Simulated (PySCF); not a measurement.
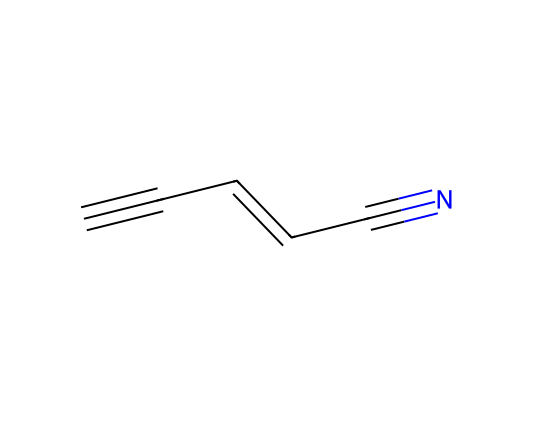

Question: Write the SMILES.

Answer: C#C/C=C/C#N

Question: What is the molecular formula?

Answer: C5H3N.

Question: An optimisation with GFN2-xTB gave a structure of which point group?

Answer: Cs.

More results for the same structure follow; atom numbers are the same in all pictures, views and colours differ. The computed structure is the end point of a GFN2-xTB optimisation. No frequency run is at hand to confirm it as a minimum.

## Shape

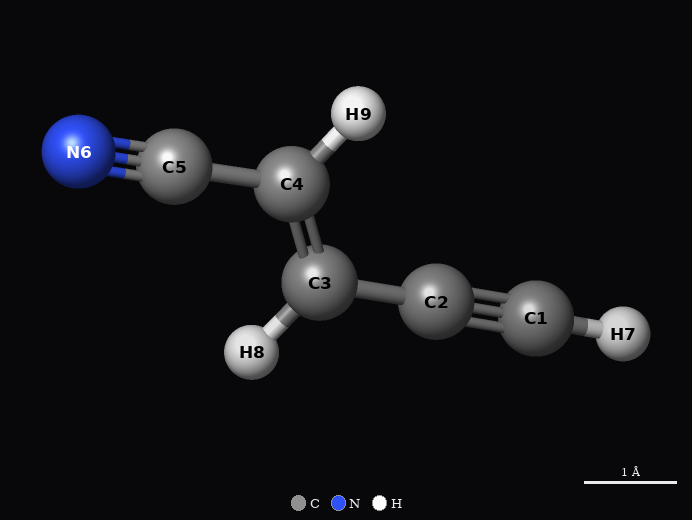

Numbered structure. No frequency run is at hand to confirm it as a minimum.

What are the angles C2–C1–H7, C1–C2–C3, C2–C3–C4, C2–C3–H8, C4–C3–H8, C3–C4–C5, C3–C4–H9, C5–C4–H9, C4–C5–N6?

```tsv
angle	degrees
C2–C1–H7	179.6
C1–C2–C3	179.7
C2–C3–C4	122.9
C2–C3–H8	116.3
C4–C3–H8	120.7
C3–C4–C5	122.1
C3–C4–H9	121.7
C5–C4–H9	116.2
C4–C5–N6	179.7
```

## Dipole moment

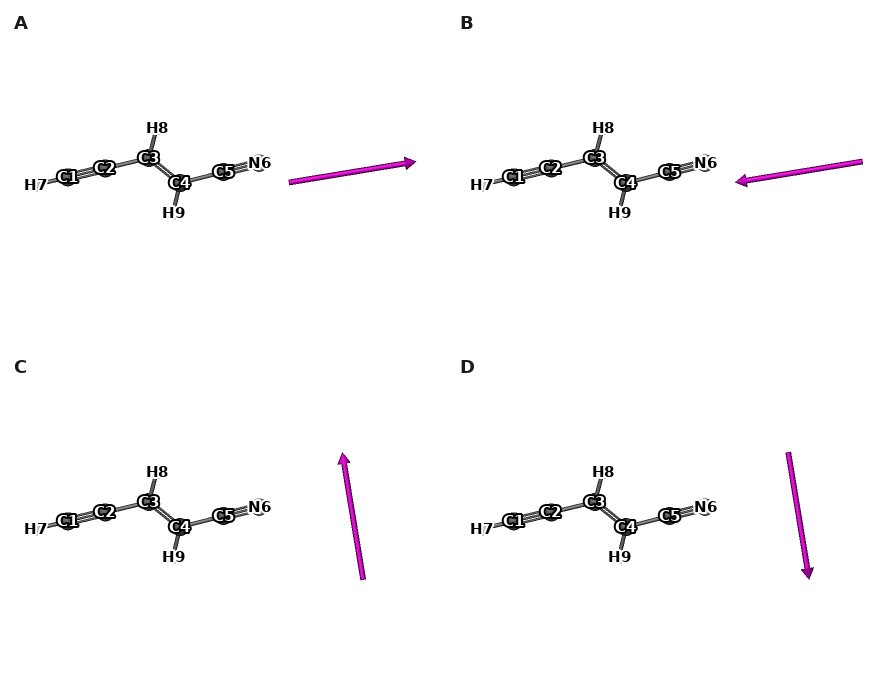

The same molecule four times, each with an arrow. No frequency run is at hand to confirm it as a minimum. Method: CAM-B3LYP/def2-SVPD, gas phase (PySCF 2.14.0).

Question: Which arrow points along the dipole moment, from the negative to the positive end?

Answer: B. The dipole moment is 4.16 D; it points from the side of N6 to the side of H7 (the outermost atoms at the two ends).

## Excitation

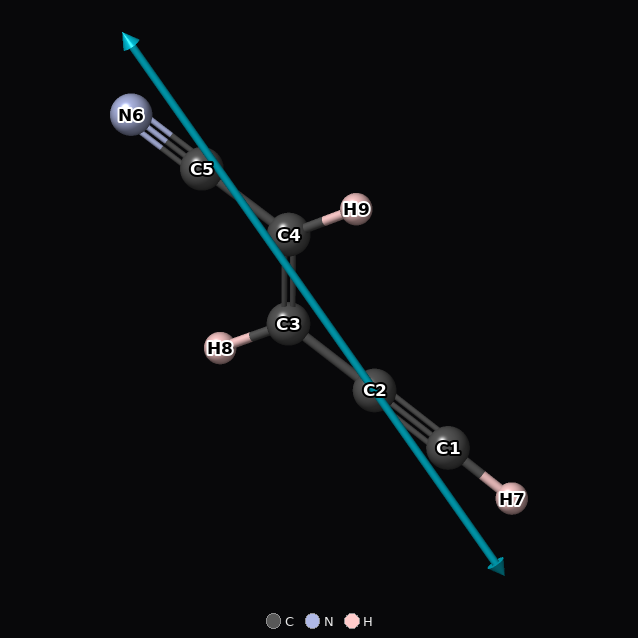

The double arrow shows the direction of the transition dipole to excited singlet state 2 (its length means nothing). No frequency run is at hand to confirm it as a minimum. Level of theory: TDDFT CAM-B3LYP/def2-SVPD, vertical, gas phase, core orbitals frozen in the response (PySCF 2.14.0).

Question: How is the transition polarised?

Answer: In the molecular plane, close to the long direction C1···N6.

Question: Give its energy, strength and character.

Answer: 5.12 eV (242 nm), oscillator strength 0.50, mainly HOMO → LUMO (weight 0.91); transition dipole 5.08 D.

## Core levels

No frequency run is at hand to confirm it as a minimum. Method: delta-SCF UKS SCAN, pcX-2 on the ionised atom, pcseg-1 elsewhere, spin-free X2C (PySCF 2.14.0).

Give the core-electron binding energies (to vacuum) of C1 1s, C2 1s, C3 1s, C4 1s, C5 1s, N6 1s.

```json
{"atom": "C1", "level": "1s", "binding energy (eV)": "290.8"}
{"atom": "C2", "level": "1s", "binding energy (eV)": "291.4"}
{"atom": "C3", "level": "1s", "binding energy (eV)": "292.1"}
{"atom": "C4", "level": "1s", "binding energy (eV)": "291.9"}
{"atom": "C5", "level": "1s", "binding energy (eV)": "292.2"}
{"atom": "N6", "level": "1s", "binding energy (eV)": "404.8"}
```

## Polarisability

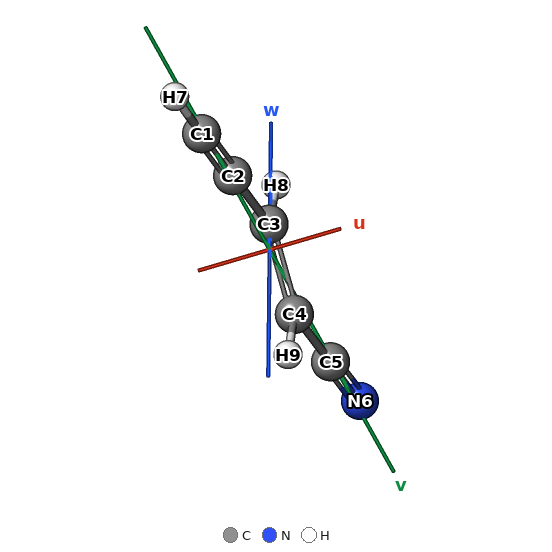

The lines u, v and w are the principal axes of the static dipole polarisability. No frequency run is at hand to confirm it as a minimum. Method: CAM-B3LYP/def2-SVPD (PySCF 2.14.0).

Question: Along which axis is the molecule most polarisable, and along which least?

Answer: Most along v (in the molecular plane, close to the long direction C1···N6), least along u (normal to the molecular plane).

Question: Give the three principal values.

Answer: u 37.8, v 119.7, w 46.6 bohr³; mean 68.0, anisotropy 77.9 bohr³.
